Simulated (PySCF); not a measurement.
**C4H6FNSi: density, localisation and related maps**

```csv
atom,x (Å),y (Å),z (Å)
N,-1.2098,-1.5644,2.2282
C,-1.2903,-1.1213,1.1786
C,-1.3888,-0.5404,-0.1404
C,-0.8065,0.8454,-0.1308
F,-1.7644,1.8016,-0.0197
C,0.4705,1.1765,-0.2007
Si,1.8825,-0.0608,-0.3359
H,-2.4445,-0.4943,-0.4237
H,-0.8468,-1.1763,-0.8443
H,0.7011,2.2320,-0.1676
H,1.6926,-0.8388,-1.5674
H,1.8736,-0.9593,0.8172
H,3.1264,0.7004,-0.4113
```

Geometry: GFN2-xTB.

The calculation used wB97X-D/def2-SVPD, SCF density, gas phase in PySCF.

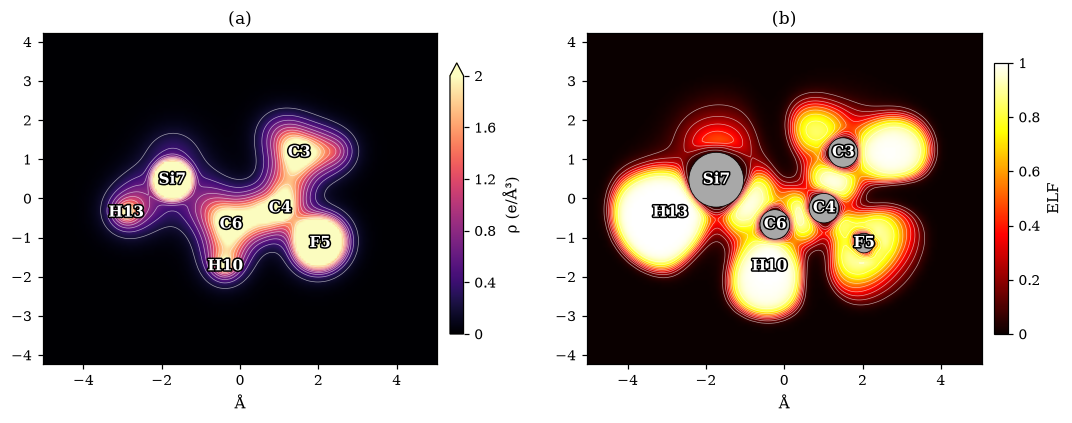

Figure 1. (a) electron density; (b) ELF on the plane of atoms C3, C4 and C6. Grey discs cover the atomic cores in the ELF map.

Q: Read the bonding off the picture.

A:
- Atoms in the plane: C, F, Si and H.
- C–C (1.32 Å): the density is about 2.3 e/Å³ at the midpoint; the ELF peaks at about 0.95 between the atoms: a short, multiple covalent bond.
- C–F (1.36 Å): ρ at the midpoint is about 2.2 e/Å³, with its minimum of 1.7 e/Å³ about 0.5 Å from C; the ELF peaks at about 0.85 between the atoms; a polar covalent bond.
- C–Si (1.88 Å): ρ is about 0.93 e/Å³ halfway; the ELF peaks at about 0.95 between the atoms (localised, covalent bonding).
- C–H (1.08 Å): ρ is about 2 e/Å³ halfway; the ELF climbs to about 1 towards the hydrogen, as it does in any bond to H; an ordinary covalent bond to hydrogen.
- C–C (1.50 Å): ρ at the midpoint is about 1.7 e/Å³; the ELF peaks at about 0.95 between the atoms, as expected for a covalent bond.
- The ELF also peaks beside F5, away from the bonds: lone-pair regions.

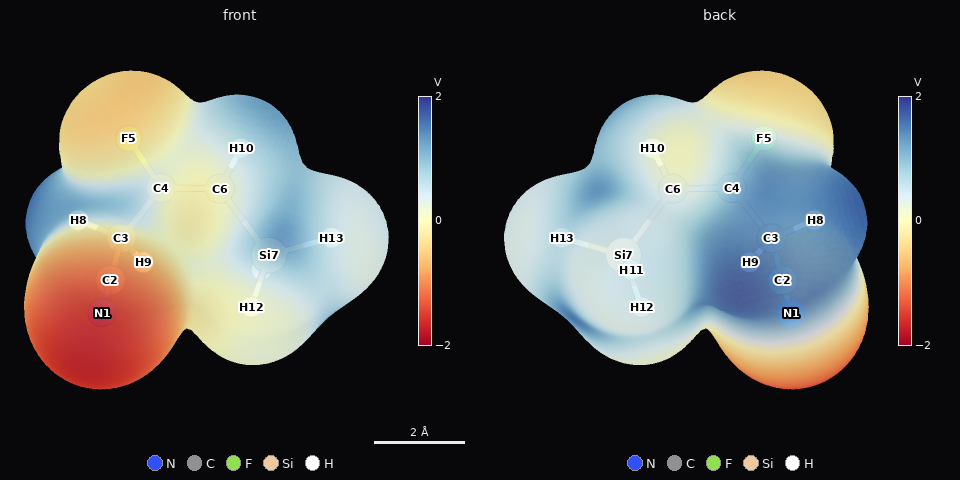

Figure 2. The electrostatic potential painted on the density surface at 0.002 e/bohr³, seen from the front and from behind; the colour scale runs from red (negative) to blue (positive).

Q: Describe the electrostatic potential map.

A: The most negative region (about −1.8 V) lies over N1, the most positive (about +1.7 V) over H8 and H9. N1 is the likeliest acceptor of a hydrogen bond.
